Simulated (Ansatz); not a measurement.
**Si(SH)Cl3 (Cl3HSSi): the relaxed shape and its frontier levels**

What does Si(SH)Cl3 (Cl3HSSi) look like as a singlet, and where do its frontier electrons sit?

Computed with Ansatz 0.2.0, Gaussian basis. Level: RKS PBE0-D4/def2-TZVP.

The runs, in order: relaxation at PBE0-D4/def2-SVP; a search for the lowest solution at PBE0-D4/def2-SVP; a single point at PBE0-D4/def2-TZVP.

### 1 The system as given

6 atoms, charge 0, spin multiplicity 1.

Atoms are counted from 1 here; the program's logs count them from 0.

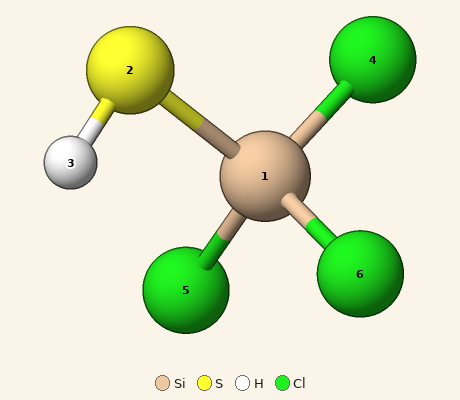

Start geometry, drawn with silicon light orange, sulfur yellow, hydrogen white, chlorine green; atoms are numbered from 1 in the order of the file.

Coordinates:

```csv
atom,x (Å),y (Å),z (Å)
Si1,0.2065,-0.0093,-0.4218
S2,0.2624,0.0186,1.7371
H3,-1.0523,0.0492,1.9160
Cl4,2.1119,-0.0188,-1.0478
Cl5,-0.7675,1.6197,-1.1132
Cl6,-0.7610,-1.6594,-1.0702
```

The start is a GFN2-xTB geometry.

### 2 Relaxation at PBE0-D4/def2-SVP

in.yaml

```yaml
crystal:
  periodic: [false, false, false]
  atoms:
    - {symbol: Si, position_ang: [0.206510, -0.009270, -0.421840]}
    - {symbol: S, position_ang: [0.262380, 0.018610, 1.737070]}
    - {symbol: H, position_ang: [-1.052280, 0.049180, 1.915990]}
    - {symbol: Cl, position_ang: [2.111890, -0.018810, -1.047780]}
    - {symbol: Cl, position_ang: [-0.767500, 1.619700, -1.113240]}
    - {symbol: Cl, position_ang: [-0.761000, -1.659420, -1.070200]}
basis:
  gaussian: {orbitals: def2-SVP}
hamiltonian: {xc: pbe0, dispersion: d4}
scf: {omitted_lower_state_checks: [starts]}
output: {orbitals: {seedname: orbitals}}
relax: {f_tol: 0.02, max_steps: 100}
```

Started as:

```sh
> ansatz run in.yaml --threads 4 --pin off --events-out ev --progress --plain --max-ram 3916MiB
```

The log of the run, cut to the lines that bear on the results:

```text
Functional definition: PBE0
  name "PBE0"
  cite "Adamo & Barone, J. Chem. Phys. 110, 6158 (1999) doi:10.1063/1.478522"
  cite "Perdew, Burke & Ernzerhof, Phys. Rev. Lett. 77, 3865 (1996) doi:10.1103/PhysRevLett.77.3865"
  parent pbe
[...]
916 factors; integrals over basis functions are off by at most 3.1e-4 eV
[...]
mean field -56265.20403918 eV, -2067.7081105147 hartree, gradient 4.2e-5 eV, S^2 0.000000; 0 other end points of the search recorded, 0 dependent functions left out
[...]
reference -56265.20405957 eV, -2067.7081112641 hartree; 41, 41 occupied and 54, 54 virtual orbitals, 916 factors
relax step   1: F+E_penalty+E_count = -56265.46064132 eV  Δ(F+E_penalty+E_count) = +0.000e0 eV  max|allowed force component| = 1.429e0 eV/Å  Δτ_max = 0.0000 Å  (22 SCF iters, accepted)
[...]
relax step   4: F+E_penalty+E_count = -56265.52401027 eV  Δ(F+E_penalty+E_count) = -1.190e-3 eV  max|allowed force component| = 6.713e-2 eV/Å  Δτ_max = 0.0105 Å  (21 SCF iters, accepted)
[...]
relax step   5: F+E_penalty+E_count = -56265.52410983 eV  Δ(F+E_penalty+E_count) = -9.956e-5 eV  max|allowed force component| = 6.972e-3 eV/Å  Δτ_max = 0.0073 Å  (22 SCF iters, accepted)
[...]
916 factors; integrals over basis functions are off by at most 3.1e-4 eV
mean field -56265.26830284 eV, -2067.7104721608 hartree, gradient 1.3e-5 eV, S^2 0.000000; 0 other end points of the search recorded, 0 dependent functions left out
[...]
reference -56265.26832325 eV, -2067.7104729107 hartree; 41, 41 occupied and 54, 54 virtual orbitals, 916 factors
Total energy: -56265.52413024 eV, -2067.7198736442 hartree
Atom 0 at     0.192967    -0.007513    -0.374691 Å, force    -0.000879    -0.000794    -0.006077 eV/Å
Atom 1 at     0.293922     0.025423     1.736304 Å, force     0.006649     0.000886    -0.006972 eV/Å
Atom 2 at    -1.050646     0.037802     1.883724 Å, force    -0.005885    -0.000856    -0.000777 eV/Å
Atom 3 at     2.122923    -0.018692    -1.036247 Å, force     0.002239     0.000156     0.004818 eV/Å
Atom 4 at    -0.779479     1.627766    -1.129493 Å, force    -0.000785     0.002548     0.004410 eV/Å
Atom 5 at    -0.779687    -1.664796    -1.079595 Å, force    -0.001340    -0.001939     0.004597 eV/Å
Dipole moment:    -0.198531     0.004418     0.179737 e Å
Checks for a lower state left out: starts
```

Run time: 4 s. Hardware: 4 threads of AMD EPYC 9R45, shared host.

Step by step:

```csv
step,energy from step 1 (eV),largest force component (eV/Å)
1,0.0000,1.4287
2,-0.0318,0.5574
3,-0.0622,0.2250
4,-0.0634,0.0671
5,-0.0635,0.0070
```

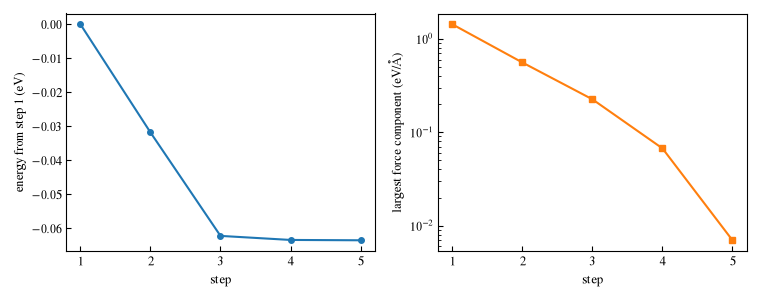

Energy and largest force along the relaxation.

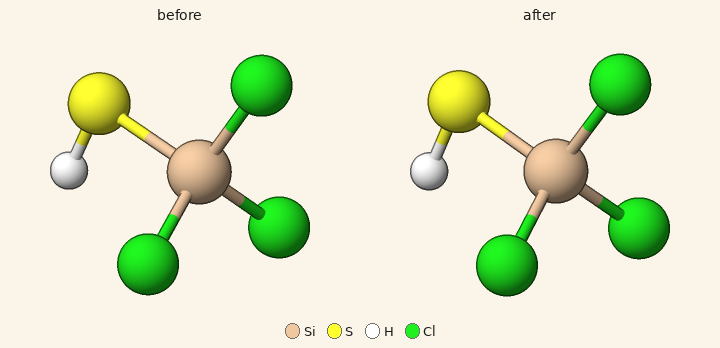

Before and after, at one scale.

Close pairs (by a distance rule), those that changed most:

```csv
bond,before (Å),after (Å),change (Å)
Si1–S2,2.160,2.114,-0.046
Si1–Cl4,2.006,2.040,+0.035
Si1–Cl6,2.020,2.047,+0.027
Si1–Cl5,2.020,2.047,+0.027
S2–H3,1.327,1.353,+0.026
```

Bonds by kind at the end (by distance):

```csv
bond,count,shortest (Å),longest (Å)
Cl–Si,3,2.040,2.047
S–Si,1,2.114,2.114
H–S,1,1.353,1.353
```

### 3 Searching for the lowest solution, PBE0-D4/def2-SVP

start.molden holds the orbitals of an earlier run on this state, given as this run's starting guess.

in.yaml

```yaml
crystal:
  periodic: [false, false, false]
  atoms:
    - {symbol: Si, position_ang: [0.192967, -0.007513, -0.374691]}
    - {symbol: S, position_ang: [0.293922, 0.025423, 1.736304]}
    - {symbol: H, position_ang: [-1.050646, 0.037802, 1.883724]}
    - {symbol: Cl, position_ang: [2.122923, -0.018692, -1.036247]}
    - {symbol: Cl, position_ang: [-0.779479, 1.627766, -1.129493]}
    - {symbol: Cl, position_ang: [-0.779687, -1.664796, -1.079595]}
basis:
  gaussian: {orbitals: def2-SVP, initial_orbitals: start.molden}
hamiltonian: {xc: pbe0, dispersion: d4}
output: {orbitals: {seedname: orbitals}}
```

Same command.

The log of the run:

```text
Functional definition: PBE0
  name "PBE0"
  cite "Adamo & Barone, J. Chem. Phys. 110, 6158 (1999) doi:10.1063/1.478522"
  cite "Perdew, Burke & Ernzerhof, Phys. Rev. Lett. 77, 3865 (1996) doi:10.1103/PhysRevLett.77.3865"
  parent pbe
  parameter a = 0.25
  parameter kappa = 0.804
  parameter beta = 0.06672455060314922
  exchange = (1 - a)*pbe_x(kappa = kappa, mu = beta*pi^2/3) + a*exact_x
  correlation = pbe_c(beta = beta)
856 factors; integrals over basis functions are off by at most 1.4e-3 eV
mean field evaluation 1: about -56265.2192 eV, gradient 3.8e-1 eV
mean field evaluation 2: about -56265.2683 eV, gradient 5.2e-4 eV
mean field evaluation 4: about -56265.2683 eV, gradient 2.1e-5 eV
mean field evaluation 8: about -56265.2191 eV, gradient 2.6e-1 eV
mean field evaluation 16: about -56265.2683 eV, gradient 4.2e-4 eV
mean field -56265.26829219 eV, -2067.7104717694 hartree, gradient 2.1e-5 eV, S^2 0.000000; 1 other end points of the search recorded, 0 dependent functions left out
reference -56265.26831251 eV, -2067.7104725162 hartree; 41, 41 occupied and 54, 54 virtual orbitals, 856 factors
Total energy: -56265.52411952 eV, -2067.7198732503 hartree
```

Run time: 0.45 s. Hardware: 4 threads of AMD EPYC 9R45, shared host.

Report: HOMO -8.15 eV, LUMO -0.36 eV.

### 4 Single point, PBE0-D4/def2-TZVP

Edit in.yaml of step 3 so:

```diff
@@ -10,4 +10,5 @@
 basis:
-  gaussian: {orbitals: def2-SVP, initial_orbitals: start.molden}
+  gaussian: {orbitals: def2-TZVP, initial_orbitals: start.molden}
 hamiltonian: {xc: pbe0, dispersion: d4}
-output: {orbitals: {seedname: orbitals}}
+scf: {omitted_lower_state_checks: [starts]}
+output: {forces: true, orbitals: {seedname: orbitals}}
```

Same command.

The log of the run, cut to the lines that bear on the results:

```text
Functional definition: PBE0
  name "PBE0"
  cite "Adamo & Barone, J. Chem. Phys. 110, 6158 (1999) doi:10.1063/1.478522"
  cite "Perdew, Burke & Ernzerhof, Phys. Rev. Lett. 77, 3865 (1996) doi:10.1103/PhysRevLett.77.3865"
  parent pbe
[...]
1387 factors; their error is unknown
[...]
mean field -56284.94912286 eV, -2068.4337289565 hartree, gradient 2.0e-5 eV, S^2 0.000000; 0 other end points of the search recorded, 0 dependent functions left out
[...]
reference -56284.94915148 eV, -2068.4337300079 hartree; 41, 41 occupied and 150, 150 virtual orbitals, 1387 factors
Total energy: -56285.20495848 eV, -2068.4431307421 hartree
Atom 0 at     0.192967    -0.007513    -0.374691 Å, force    -0.033936    -0.001728    -0.108656 eV/Å
Atom 1 at     0.293922     0.025423     1.736304 Å, force    -0.154985     0.000146    -0.131909 eV/Å
Atom 2 at    -1.050646     0.037802     1.883724 Å, force     0.177870    -0.003269    -0.056025 eV/Å
Atom 3 at     2.122923    -0.018692    -1.036247 Å, force    -0.262944     0.001571     0.096669 eV/Å
Atom 4 at    -0.779479     1.627766    -1.129493 Å, force     0.137300    -0.232871     0.103411 eV/Å
Atom 5 at    -0.779687    -1.664796    -1.079595 Å, force     0.136696     0.236150     0.096511 eV/Å
Dipole moment:    -0.161023     0.004188     0.177502 e Å
Checks for a lower state left out: starts
```

Wall time 1.4 s (4 threads of AMD EPYC 9R45, shared host); peak memory 0.63 GiB.

From the report: HOMO -8.22 eV, LUMO -0.72 eV.

Mulliken charges, from this run's orbitals:

```csv
atom,value (e)
Si1,0.61
S2,-0.25
H3,0.18
Cl4,-0.18
Cl5,-0.18
Cl6,-0.18
```

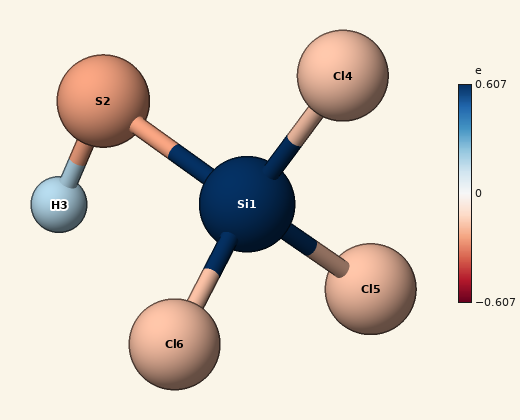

Mulliken charges, from this run's orbitals, as colours on the atoms.

Largest Mayer bond orders: Si1–S2 1.22; Si1–Cl4 1.21; Si1–Cl5 1.20; Si1–Cl6 1.20; S2–H3 0.92.

Orbitals, density, ELF and potential are computed afterwards from the orbital file.

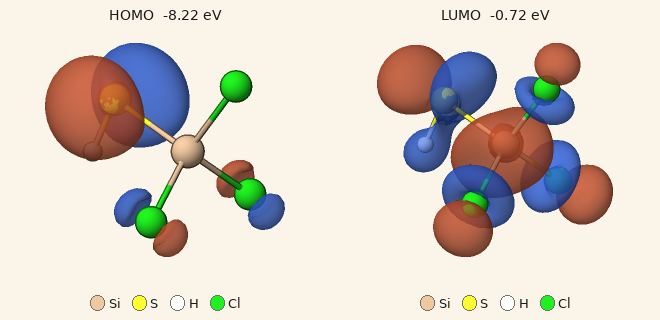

PBE0-D4/def2-TZVP orbitals near the gap, drawn at the value that encloses 70 % of each; the two colours are the two signs.

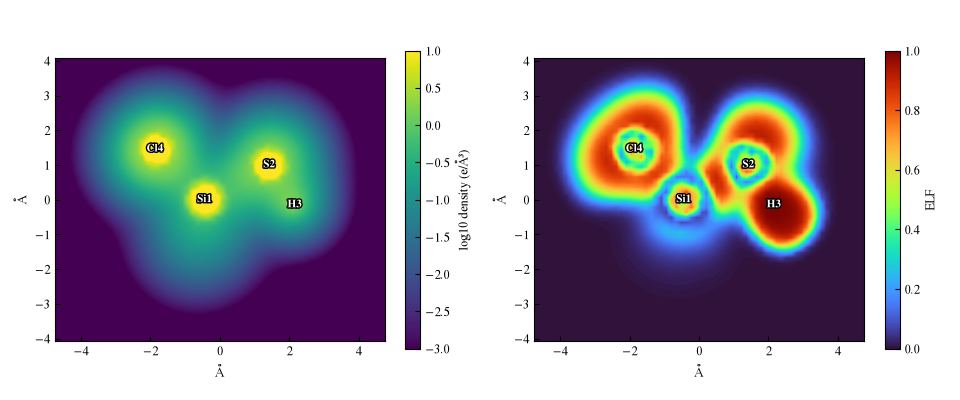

Density (left) and ELF (right) in a plane through or near 4 of the atoms.

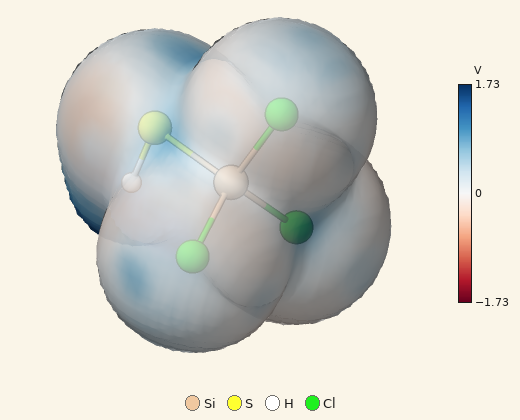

The potential that a unit positive charge feels on the 0.002 e/bohr³ surface, from -0.27 V near S2 to 1.73 V near H3.

### 5 Outcome

| quantity | value |
| --- | --- |
| point group | Cs |
| commonest bond, hydrogen aside | Cl–Si, 3 of mean length 2.045 Å |
| HOMO, LUMO at PBE0-D4/def2-TZVP | -8.22, -0.72 eV |
| dipole at PBE0-D4/def2-SVP | 1.29 D |

In words: The molecule keeps its bonding pattern by the stored test; the atoms moved 0.03 Å (rms). No usable vibrations, so a minimum isn't proven. The HOMO lies nearest to S2 74 %; H3 9 % and the LUMO to Si1 30 %; S2 25 %.
